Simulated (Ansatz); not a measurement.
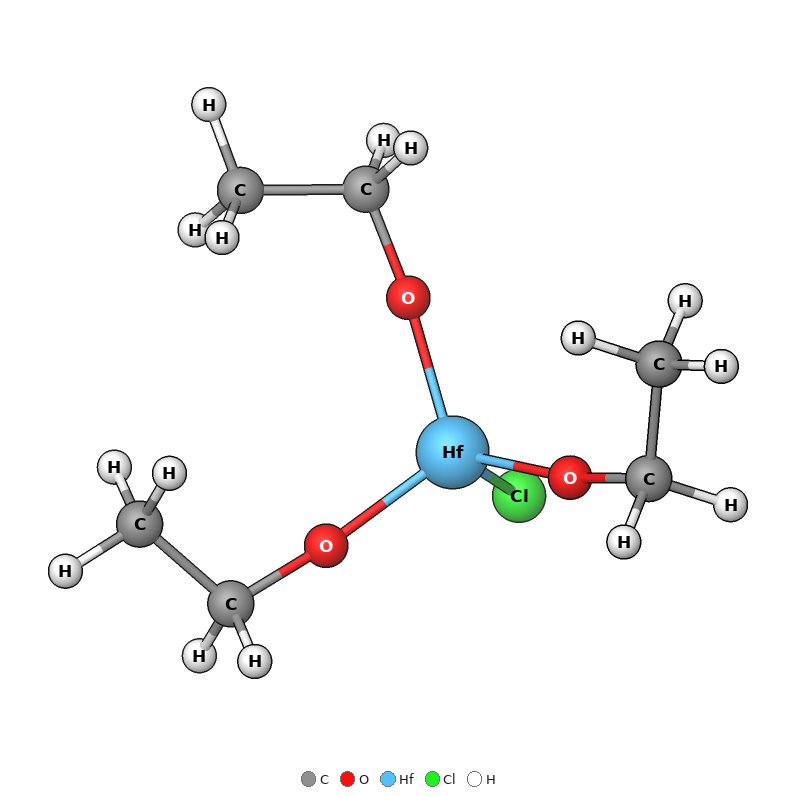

The species is neutral and a spin singlet. The geometry was computed by an optimisation with PBE0-D4/def2-TZVP. No frequency run is at hand to confirm it as a minimum. Program: Ansatz 0.2.0.

Tabulate dipole (D), HOMO energy (eV), HOMO–LUMO gap (eV) at these levels: B3LYP-D4/def2-TZVPP; PBE-D4/def2-TZVPP; r2SCAN-D4/def2-TZVPP; ωB97M-V/def2-TZVPP.

| level | dipole (D) | HOMO energy (eV) | HOMO–LUMO gap (eV) |
| --- | --- | --- | --- |
| B3LYP-D4/def2-TZVPP | 3.85 | −7.67 | 7.56 |
| PBE-D4/def2-TZVPP | 3.83 | −6.40 | 5.84 |
| r2SCAN-D4/def2-TZVPP | 3.92 | −6.72 | 6.62 |
| ωB97M-V/def2-TZVPP | 3.83 | −10.25 | 11.61 |
